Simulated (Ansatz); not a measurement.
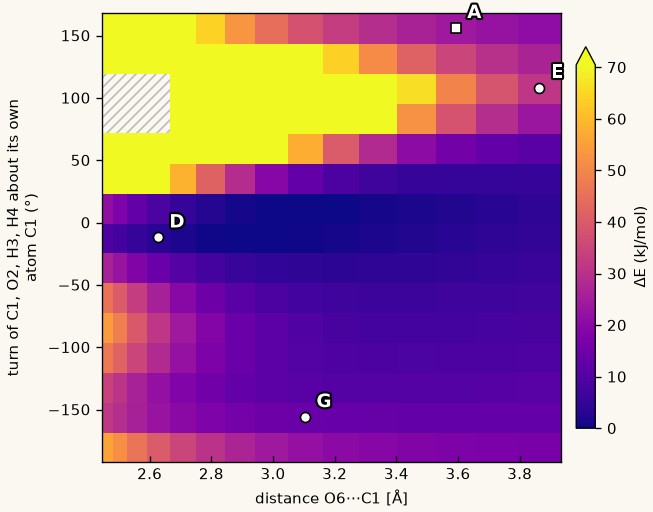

The pair CH₂O···CH₂O. 
- The turn is about an axis along (−0.77, −0.64, 0.02) in the frame of the relaxed pair, normal to the line between the partners.
- First axis: distance O6···C1. Second axis: turn of C1, O2, H3, H4 about its own atom C1.
- Grid: 15 × 15 points. At 8 points there is no value.
- Points are written as (first, second).
- Energies are in kJ/mol, from the lowest grid point.
- Energies and slopes of some neighbouring points disagree (a jump in structure or state, or too coarse a mesh).
- Method: RHF/def2-SVPD (Ansatz).

Drawn: one coloured cell a grid point, one colour for all values above the top of the scale, hatched blanks where no value was computed, lettered points.

### Rank the lettered points by energy, lowest first.

D (3.0 kJ/mol), G (14 kJ/mol), A (24 kJ/mol), E (31 kJ/mol).
